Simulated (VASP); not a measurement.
Band structure of KTaO$_{3}$ (cubic perovskite). Computed with PBEsol GGA with spin-orbit coupling, VASP's PBE PAW potentials (set 64) (plane waves; VASP).

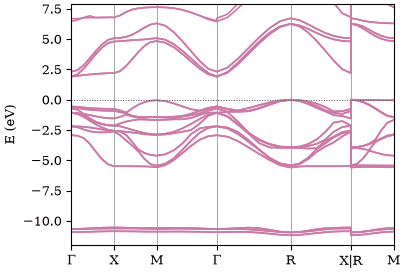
Fig. 1. Bands along high-symmetry lines, zero at the valence-band maximum or, without a gap, the Fermi level

Q: Read the plot: is there a gap, and where are the band edges?

A: The gap is indirect, 1.91 eV, from the valence maximum at R to the conduction minimum at Γ.

Measured: gap 3.64 eV (computed value off by -1.73 eV), as given by Burak Himmetoglu et al., Journal of Physics Condensed Matter (2016), arXiv:1601.06205.

The compound is KTaO3 in the cubic perovskite structure. The cell was not relaxed at this level.
